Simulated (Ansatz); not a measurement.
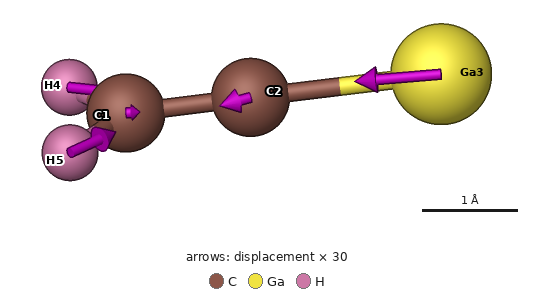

This is a relaxation of C₂H₂Ga (multiplicity 2). The starting structure is drawn; purple arrows show the displacements, magnified 30 times. The two geometries are superimposed by the best rigid fit.

A ball-and-stick model, seen from a free direction.

It is one of the separated reactants of a reaction.

Method: UKS PBE0-D4/def2-TZVP in Ansatz 0.2.0. Settings: force threshold 0.005 eV/Å; at most 200 steps.

**What happened in the run?**

The atom that moves furthest after the best rigid fit is Ga3 (0.031 Å). Largest moves by element: Ga 0.031 Å, H 0.024 Å, C 0.012 Å. Some distances before and after: C2–Ga3 2.024 → 2.004 Å, C1–H4 1.112 → 1.093 Å, C1–C2 1.324 → 1.307 Å. After 4 accepted moves (5 points after the start) the energy has fallen by 0.53 kcal/mol. The largest force component goes from 0.79 to 0.0008 eV/Å. The line search rejected the trial step at point 4 of the run.
